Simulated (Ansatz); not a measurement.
**C: stress in a strained cell**

C is deformed so: equal xy, yz and zx engineering shear strains of +1 %. What stress and forces result, by LAPW, PAW and all-electron datasets made for the crystal?

Computed with Ansatz 0.2.0 (DFT LDA, scalar-relativistic, unless a step's input says otherwise).

## Step 1: The structure to begin with

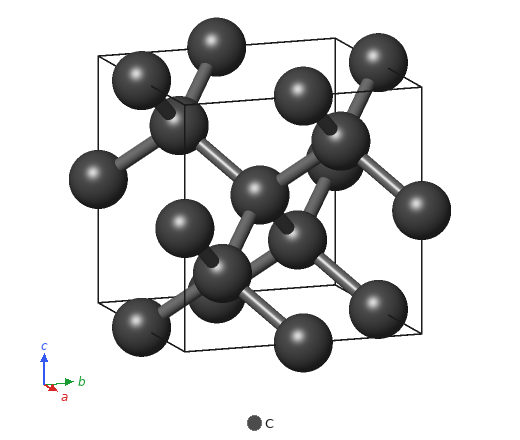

Start, viewed slightly off an axis; carbon dark grey. The cell drawn here is the conventional one.

As a file:

```cif
data_structure
_symmetry_space_group_name_H-M 'P 1'
_symmetry_Int_Tables_number 1
_cell_length_a 2.5221
_cell_length_b 2.5221
_cell_length_c 2.5221
_cell_angle_alpha 60.000
_cell_angle_beta 60.000
_cell_angle_gamma 60.000
_cell_volume 11.34
loop_
_atom_site_label
_atom_site_type_symbol
_atom_site_fract_x
_atom_site_fract_y
_atom_site_fract_z
_atom_site_occupancy
C1 C 0.50000 0.50000 0.50000 1
C2 C 0.75000 0.75000 0.75000 1
```

Atoms are numbered in the order of the input: C1, C2.

## Step 2: The deformed structure

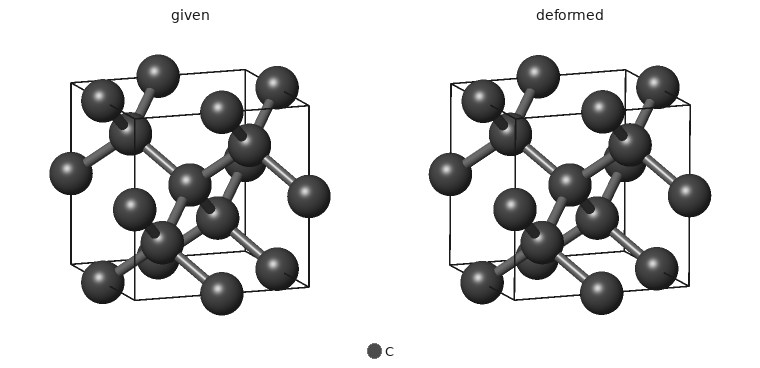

Given and deformed, at one scale.

Space group Fd-3m before, R-3m after.

## Step 3: All-electron LAPW

input.yaml reads:

```yaml
crystal:
  lattice:
    - [0.017834, 1.792317, 1.792317]
    - [1.792317, 0.017834, 1.792317]
    - [1.792317, 1.792317, 0.017834]
  atoms:
    - { symbol: C, position: [0.5, 0.5, 0.5] }
    - { symbol: C, position: [0.75, 0.75, 0.75] }
kpoints:
  mp_grid: { grid: [16, 16, 16] }
  band_path:
    path:
      - [0.0, 0.0, 0.0]
      - [0.5, 0.5, 0.5]
      - [0.247543133, 0.5, 0.752456867]
      - [-0.247543133, 0.247543133, 0.5]
      - [0.0, 0.0, 0.5]
      - [0.0, 0.0, 0.0]
      - [-0.3737715665, 0.0, 0.3737715665]
      - [0.0, 0.3737715665, 0.6262284335]
      - [0.0, 0.5, 0.5]
    npoints: 5
scf:
  occupations: { method: fermi_dirac, width: 0.03 }
hamiltonian:
  xc: lda
  pseudopotentials: { kind: all_electron, lapw: { basis_error: 0.00025 } }
output:
  forces: true
  stress: true
  eigenvalues: true
```

On the command line:

```console
> ansatz run input.yaml --threads 1 --pin off --max-ram 3072MiB --backend cpu --events-out ev --progress --plain --runs-dir out
```

What it wrote, shortened:

```text
LAPW: plane waves up to 11.887 Å⁻¹, error target 2.5e-4 eV per atom; small_component_spin mean_spin; C in spheres of 0.770 Å, 6 of its electrons in bands, Dirac shells []
[...]
Pseudopotentials: kind: all_electron
Pseudopotential: C, LAPW, valence charge 6, Koelling and Harmon's equation, gaussian nucleus
Functional definition: SPW92
[...]
Crystal: 2 atoms, lattice volume = 11.343 Å³
Basis set: ecut = 538.3654096508944 eV, 331 PW (Γ), exchange–correlation at level 2
Bands: 10, of which v1, the nominal top of the filled ones, is band 6 counted from 1 (5 counted from 0)
Symmetry: 12 space group operations
Space group: R-3m (ITA 166), of the structure as read, at distance tolerance 2.2e-5 Å
k-points: 417 of 4096
[...]
SCF iter   1: F=—  HF=-2058.660472 eV  |F-HF|=—  |Δ(HF+E_count)|=         —  Δρ=1.38e-1  dr2=1.57e0  ethr=1.30e-2  ⟨swp⟩=2.0  Hψ=30831  notcnv=0
[...]
SCF iter   5: F=-2057.893997 eV  HF=-2057.893997 eV  |F-HF|=1.19e-9  |Δ(HF+E_count)|=   3.05e-7  Δρ=1.71e-5  dr2=1.17e-8  ethr=2.44e-8  ⟨swp⟩=2.1  Hψ=9229  notcnv=0
[...]
NSCF: frozen V_eff on 41 k-points
SCF converged after 5 iterations
Free energy (F): -2057.893997 eV
[...]
E sigma→0 (E₀):  -2057.893997 eV
Fermi energy:    15.410837 eV
[...]
--- Forces (eV/Å), atoms counted from 1 ---
  atom   1  C      0.01775564     0.01775564     0.01775564
  atom   2  C     -0.01775564    -0.01775564    -0.01775564
[...]
--- Stress (GPa, compression-positive) ---
      -12.848212      -5.509751      -5.509751
       -5.509751     -12.848212      -5.509751
       -5.509751      -5.509751     -12.848212
  P = ⅓ Tr σ = -12.8482 GPa (-128.482 kbar)
--- Band table (eV; the first three rows and the last of 417) ---
  k-point 0: bands = ["-249.5285", "-249.5159", "-7.9417", "13.3657", "13.3788", "13.3788", "18.6045", "19.0738", "19.0738", "26.9354"]
[...]
```

Wall time 17 s (1 thread of Intel Xeon 6975P-C (Granite Rapids), shared host); peak memory 0.6 GiB.

In short: pressure -12.85 GPa; gap 4.09 eV; largest force 0.031 eV/Å.

## Step 4: PAW on the default files

input.yaml reads:

```yaml
crystal:
  lattice:
    - [0.017834, 1.792317, 1.792317]
    - [1.792317, 0.017834, 1.792317]
    - [1.792317, 1.792317, 0.017834]
  atoms:
    - { symbol: C, position: [0.5, 0.5, 0.5] }
    - { symbol: C, position: [0.75, 0.75, 0.75] }
kpoints:
  mp_grid: { grid: [16, 16, 16] }
scf:
  occupations: { method: fermi_dirac, width: 0.03 }
hamiltonian:
  xc: lda
  pseudopotentials: { kind: paw }
output:
  forces: true
  stress: true
  eigenvalues: true
  efg: { contact_densities: true }
  write_density: true
  write_potential: true
  elf: true
  volumetric_format: npy
```

On the command line:

```console
> ansatz run input.yaml --threads 1 --pin off --max-ram 3072MiB --backend cpu --events-out ev --progress --plain --runs-dir out
```

What it wrote:

```text
Engine: ansatz 0.2.0
Pseudopotentials: kind: paw
Pseudopotential: C, paw, valence charge 4, recommended cutoff 420 eV (normal)
[... 1 set-up line as earlier in the session ...]
  exchange = slater_x
  correlation = pw_c
Crystal: 2 atoms, lattice volume = 11.343 Å³
Basis set: ecut = 420 eV, 235 PW (Γ)
Bands: 8, of which v1, the nominal top of the filled ones, is band 4 counted from 1 (3 counted from 0)
[... 2 set-up lines as earlier in the session ...]
k-points: 417 of 4096
Non-local potential: C, projectors of the file, l = 0: 2, l = 1: 2, l = 2: 1
PAW form: soft (Blöchl's): semilocal exchange-correlation on the pseudo side does not see the compensation charge
PAW frozen core: C, regenerated for the run's functional, and the local potential with it (the file was generated under x = pbe(κ = 0.804, μ = 0.2195149727645171), c = pbe(β = 0.06672455060314922))
PAW one-centre angular grid: C, 110 points (default); XC on 64 Gauss nodes
Initial density: superposition of atomic densities (neutral atoms: chi_scale 0, normalization atom), corrected by the library's trained network
Initial wavefunctions: pseudopotential atomic-orbital guess
Functional: x = slater, c = lda
SCF iter   1: F=—  HF=-485.966214 eV  |F-HF|=—  |Δ(HF+E_count)|=         —  Δρ=7.15e-3  dr2=2.01e-3  ethr=1.77e-3  ⟨swp⟩=4.8  Hψ=21532  notcnv=0
preconditioner: auto → none  [insulator: Δε(μ)=4.085 eV  Ē_g=19.480 eV  σ=0.030 eV  W_gap=1.00  n_scr=0 (ndim 8)  ℏωp=31.2 eV  f_vac=0.000  D(μ)=0.00/eV (n_scr^D=0)  ε∞_Penn≈3.6]
SCF iter   2: F=—  HF=-485.965733 eV  |F-HF|=—  |Δ(HF+E_count)|=   4.82e-4  Δρ=3.36e-3  dr2=4.45e-4  ethr=2.51e-5  ⟨swp⟩=1.0  Hψ=6675  notcnv=0
SCF iter   3: F=—  HF=-485.965611 eV  |F-HF|=—  |Δ(HF+E_count)|=   1.22e-4  Δρ=1.00e-4  dr2=1.03e-6  ethr=5.57e-6  ⟨swp⟩=1.0  Hψ=3336  notcnv=0
SCF iter   4: F=—  HF=-485.965611 eV  |F-HF|=—  |Δ(HF+E_count)|=   4.60e-7  Δρ=2.97e-5  dr2=6.25e-8  ethr=1.29e-8  ⟨swp⟩=2.5  Hψ=4946  notcnv=0
iter 5 did not close the SCF: its close was put off for the readings that it lacked (scf_convergence_deferred on its scf_iter line)
SCF iter   5: F=-485.965611 eV  HF=-485.965611 eV  |F-HF|=9.89e-10  |Δ(HF+E_count)|=   1.44e-8  Δρ=4.13e-6  dr2=1.56e-9  ethr=7.82e-10  ⟨swp⟩=2.2  Hψ=4923  notcnv=0
SCF iter   6: F=-485.965611 eV  HF=-485.965611 eV  |F-HF|=3.41e-12  |Δ(HF+E_count)|=  7.09e-10  Δρ=6.47e-7  dr2=1.24e-11  ethr=1.94e-11  ⟨swp⟩=4.0  Hψ=14328  notcnv=0
SCF 1 converged in 6 iterations: F = -485.965611 eV  dr2 = 1.24e-11
SCF converged after 6 iterations
Free energy (F): -485.965611 eV
Harris-Foulkes:  -485.965611 eV  (|F-HF|=3.41e-12)
Internal energy: -485.965611 eV  (E = F + TS)
E sigma→0 (E₀):  -485.965611 eV
Fermi energy:    15.097166 eV
--- Per-component energies (eV) ---
  E_band       = 33.225438
  E_kinetic    = 184.444774
  E_local      = -124.371135  (includes V_loc(G=0)·N_el)
  E_nonlocal   = 55.380591
  E_hartree    = 26.571577
  E_xc         = -96.668092
  E_vxc        = -120.327029  (∫ρ·V_xc dr)
  E_paw        = -183.504355  (= ΣΔE_a)
  E_vpaw       = -15.044926  (= ΣTr[D̂ρ^β])
  E_aug_tail   = 0.000020  (compensation charges beyond the density's cutoff)
  E_ewald      = -347.944657
  E_core_change = 0.125665  (= ΣΔE_core)
  E_smearing   = -0.000000  (= −TS)
  E_closure    = 0.000000  (closes the sum)
  Σ components = -485.965611   (vs F -485.965611, Δ=0.00e0)
--- Forces (eV/Å), atoms counted from 1 ---
  atom   1  C      0.01738893     0.01738893     0.01738893
  atom   2  C     -0.01738893    -0.01738893    -0.01738893
  max |Σ_I F_I| component: 1.73e-17 eV/Å
--- Stress (GPa, compression-positive) ---
      -12.963252      -5.500565      -5.500565
       -5.500565     -12.963252      -5.500565
       -5.500565      -5.500565     -12.963252
  P = ⅓ Tr σ = -12.9633 GPa (-129.633 kbar)
--- PAW observables at the nuclei: V_zz in 10²¹ V/m², potentials from the cell's mean, atoms counted from 1 ---
  atom   1  C  V_zz =    +0.205425   η = 0.0000   by run symmetry: allowed
            electrostatic potential = -419.214784 V   contact ρ = 849.724160 e/Å³
  atom   2  C  V_zz =    +0.205425   η = 0.0000   by run symmetry: allowed
            electrostatic potential = -419.214784 V   contact ρ = 849.724160 e/Å³
--- Band table (eV; the first three rows and the last of 417) ---
  k-point 0: bands = ["-8.2662", "13.0498", "13.0655", "13.0655", "18.2843", "18.7539", "18.7539", "26.5806"]
  k-point 1: bands = ["-8.1573", "12.3552", "12.8567", "12.8731", "18.5567", "19.0027", "19.1544", "26.6586"]
  k-point 2: bands = ["-7.8315", "10.7107", "12.3837", "12.4004", "19.1925", "19.6145", "19.9470", "26.8859"]
  k-point 416: bands = ["-2.6370", "-0.2917", "10.3984", "10.3984", "21.5354", "21.5354", "22.3952", "28.4607"]
```

Wall time 2.2 s (1 thread of Intel Xeon 6975P-C (Granite Rapids), shared host); peak memory 0.36 GiB.

In short: pressure -12.96 GPa; gap on the k mesh 4.09 eV; largest force 0.030 eV/Å; Vzz C1 0.21 (η = 0.00) (10²¹ V/m²).

The fields are shown in the conventional cell of this run's space group, carried over from its grid by interpolation.

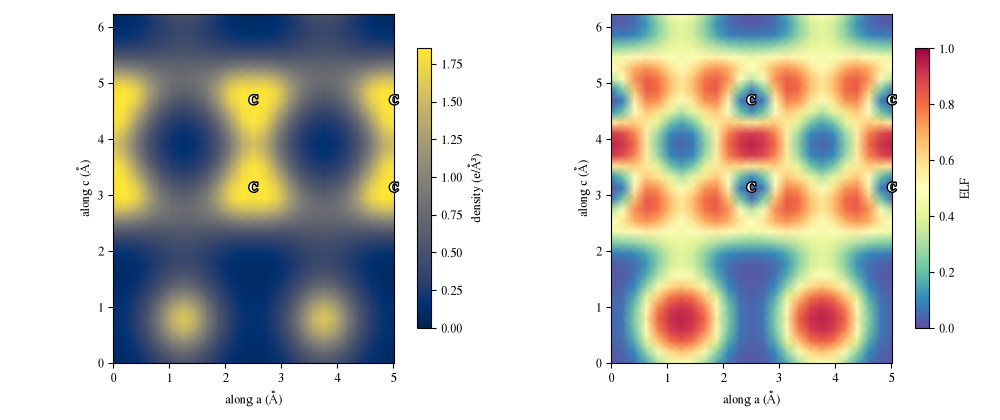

Density (left) and ELF (right) in a lattice plane of the grid's cell (edges 2.51 and 6.24 Å, at 0.000 of the third edge), which holds C. Only atoms in the plane are labelled. Both are smooth fields of the valence electrons: close to the nuclei they are not physical.

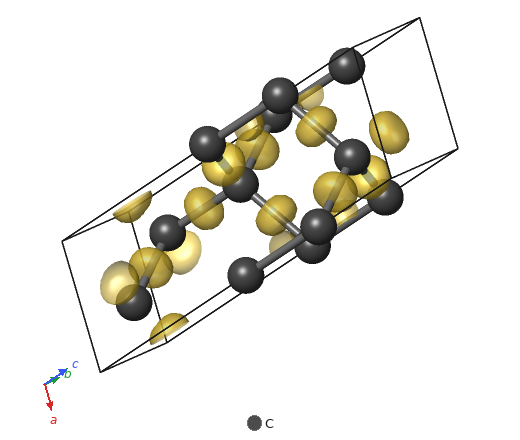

Surface of ELF = 0.85, drawn in one cell.

Outside the cores ELF peaks at 0.94 on the C–C line, 0.8 Å from C.

## Step 5: Datasets made for this crystal

Changes to input.yaml since step 4:

```diff
@@ -14,3 +14,3 @@
   xc: lda
-  pseudopotentials: { kind: paw }
+  pseudopotentials: { kind: all_electron, datasets: crystal }
 output:
@@ -20,5 +20 @@
   efg: { contact_densities: true }
-  write_density: true
-  write_potential: true
-  elf: true
-  volumetric_format: npy
```

On the command line:

```console
> ansatz run input.yaml --threads 1 --pin off --max-ram 3072MiB --backend cpu --events-out ev --progress --plain --runs-dir out
```

What it wrote, shortened:

```text
[...]
[... 1 set-up line as earlier in the session ...]
Pseudopotential: C, paw, valence charge 4, recommended cutoff 540 eV (normal), Koelling and Harmon's equation, gaussian nucleus
[... 1 set-up line as earlier in the session ...]
[...]
Crystal: 2 atoms, lattice volume = 11.343 Å³
Basis set: ecut = 540 eV, 331 PW (Γ)
Bands: 8, of which v1, the nominal top of the filled ones, is band 4 counted from 1 (3 counted from 0)
[... 2 set-up lines as earlier in the session ...]
k-points: 417 of 4096
[...]
SCF iter   1: F=—  HF=-2058.413771 eV  |F-HF|=—  |Δ(HF+E_count)|=         —  Δρ=1.50e-1  dr2=1.74e0  ethr=2.13e-2  ⟨swp⟩=2.0  Hψ=20138  notcnv=0
[...]
SCF iter   6: F=-2057.894193 eV  HF=-2057.894193 eV  |F-HF|=1.05e-8  |Δ(HF+E_count)|=   4.31e-6  Δρ=2.55e-5  dr2=5.19e-9  ethr=2.77e-9  ⟨swp⟩=3.0  Hψ=6743  notcnv=0
[...]
SCF converged after 6 iterations
[...]
  The terms above E_closure are by the made datasets' own strengths, without shells solved beside the bands.
--- Forces (eV/Å), atoms counted from 1 ---
  atom   1  C      0.01771965     0.01771965     0.01771965
  atom   2  C     -0.01771965    -0.01771965    -0.01771965
[...]
--- Stress (GPa, compression-positive) ---
      -12.848157      -5.509168      -5.509168
       -5.509168     -12.848157      -5.509168
       -5.509168      -5.509168     -12.848157
  P = ⅓ Tr σ = -12.8482 GPa (-128.482 kbar)
--- PAW observables at the nuclei: V_zz in 10²¹ V/m², potentials from the cell's mean, atoms counted from 1 ---
  atom   1  C  V_zz =    +0.205109   η = 0.0000   by run symmetry: allowed
            electrostatic potential = -417.157642 V   contact ρ = 849.878329 e/Å³
  atom   2  C  V_zz =    +0.205109   η = 0.0000   by run symmetry: allowed
            electrostatic potential = -417.157642 V   contact ρ = 849.878329 e/Å³
--- Band table (eV; the first three rows and the last of 417) ---
  k-point 0: bands = ["-7.9418", "13.3656", "13.3787", "13.3787", "18.6044", "19.0738"]
[...]
```

Run time: 8.3 s. Hardware: 1 thread of Intel Xeon 6975P-C (Granite Rapids), shared host; peak memory 0.49 GiB.

Result: pressure -12.85 GPa; gap on the k mesh 4.09 eV; largest force 0.031 eV/Å; Vzz C1 0.21 (η = 0.00) (10²¹ V/m²).

## Step 6: Stress and forces compared

Stress (GPa, compression positive):

```csv
method,xx,yy,zz,yz,xz,xy
LAPW,-12.85,-12.85,-12.85,-5.51,-5.51,-5.51
PAW,-12.96,-12.96,-12.96,-5.50,-5.50,-5.50
crystal datasets,-12.85,-12.85,-12.85,-5.51,-5.51,-5.51
```

Forces (eV/Å):

```csv
atom,LAPW x,LAPW y,LAPW z,PAW x,PAW y,PAW z,crystal datasets x,crystal datasets y,crystal datasets z
C1,0.018,0.018,0.018,0.017,0.017,0.017,0.018,0.018,0.018
C2,-0.018,-0.018,-0.018,-0.017,-0.017,-0.017,-0.018,-0.018,-0.018
```

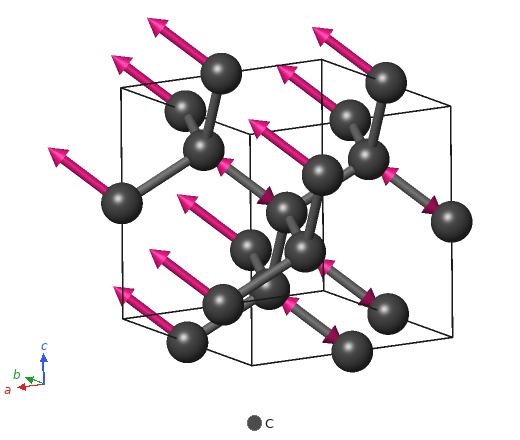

Forces of the LAPW run as arrows; the longest is 0.031 eV/Å.

```
          method  pressure (GPa)  gap on the k mesh (eV)  largest force (eV/Å)  Vzz C1 (10²¹ V/m²)  SCF cycles, all passes
            LAPW          -12.85                    4.09                 0.031                   –                       5
             PAW          -12.96                    4.09                 0.030                0.21                       6
crystal datasets          -12.85                    4.09                 0.031                0.21                       6
```

## Step 7: Results

| quantity | value |
| --- | --- |
| pressure | LAPW -12.85, PAW -12.96, crystal datasets -12.85 GPa |
| largest shear or deviatoric stress (LAPW) | 5.51 GPa |

What this shows: The largest part of the stress beyond the pressure is 5.51 GPa in size; the atoms are carried along and not relaxed. No run of the undeformed cell stands beside it, so the pressure holds what the given cell had before the change. PAW: stress within 0.12 GPa of LAPW, forces within 1 meV/Å. Crystal datasets: stress within 0.01 GPa of LAPW, forces within 1 meV/Å.
